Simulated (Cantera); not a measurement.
A closed system holds: 1 mol Si2H6, 1.7 mol O3, held at 2500 Pa.

Equilibrium computed with Cantera from the NASA thermochemical tables; the gas is ideal and each condensed phase is pure. Candidate condensed phases: H2O, Si, SiO2; 18 gas species. The feed counts by its element totals alone. The tables hold silica as quartz up to 1696 K and as liquid above; real silica turns to tridymite and cristobalite and melts near 1996 K. Rates play no part.

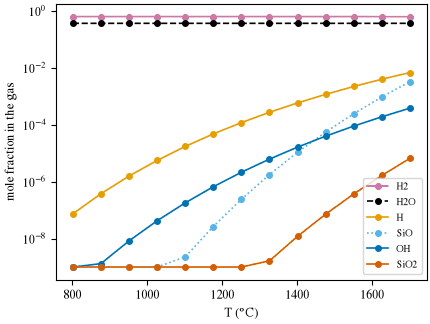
Equilibrium gas composition (values under 1e-9 drawn at 1e-9)

From 802 °C to 1402 °C the condensed part is SiO2(β-quartz). From 1477 °C to 1702 °C the condensed part is SiO2(condensed).
